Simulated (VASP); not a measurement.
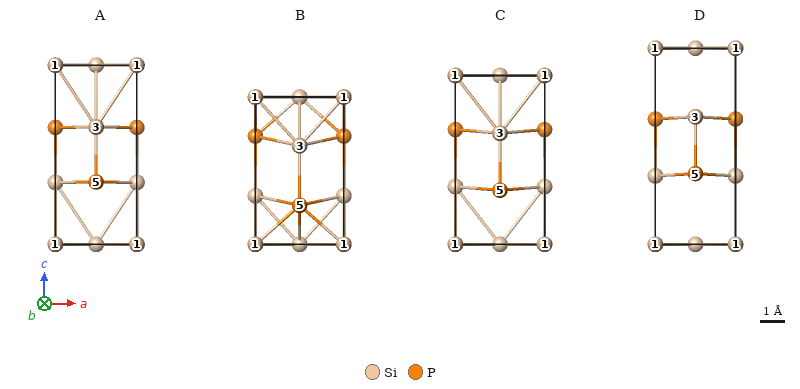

4 geometries from one relaxation of crystalline Si₂P (a generated structure, set up in P4/nmm), in shuffled order. The picture is a ball-and-stick view of the cell of the calculation, seen along the b axis.

The run lets cell and atoms move.

The calculation used Kohn-Sham DFT of a periodic cell, PBE, VASP PAW PBE potentials, recommended (VASP 6.6.1). Settings: plane-wave cutoff 520 eV; k-point mesh 5 × 5 × 3; occupations gaussian; smearing width 0.15 eV; no spin polarisation.

Question: Put them in the order of the run, from the start to the converged end.

Answer: B, C, A, D. They are steps 0, 3, 7, 16, at +265 meV per atom, +137 meV per atom, +17.3 meV per atom relative to the last. The energy falls by 265 meV per atom in 16 geometry steps. The largest force component goes from 1.9 to 0.065 eV/Å. Pressure: 2.93 GPa at the start and 0.13 GPa at the end. The largest moves relative to the cell, 0.81 Å, are those of P atoms. Largest moves by element: P 0.81 Å, Si 0.16 Å. Cell: a = b 3.787 → 3.430 Å (−9.4 %), c 6.308 → 8.398 Å (+33.1 %). Volume +9.2 %. Some distances before and after: P–Si 2.526 → 3.482 Å, Si–Si 2.814 → 3.397 Å, P–Si 2.709 → 2.427 Å, Si–Si 2.678 → 2.425 Å. Bonds break: P–Si (2.53 → 3.48 Å). Among the angles between lasting bonds that change: P–Si–P 162.6° → 175.3°, Si–P–Si 162.6° → 175.3°, P–Si–P 98.7° → 87.7°. The space group stays P4/nmm (No. 129). It ran on 1 thread of AMD EPYC 9R45 96-Core Processor (Zen 5), on a shared host.
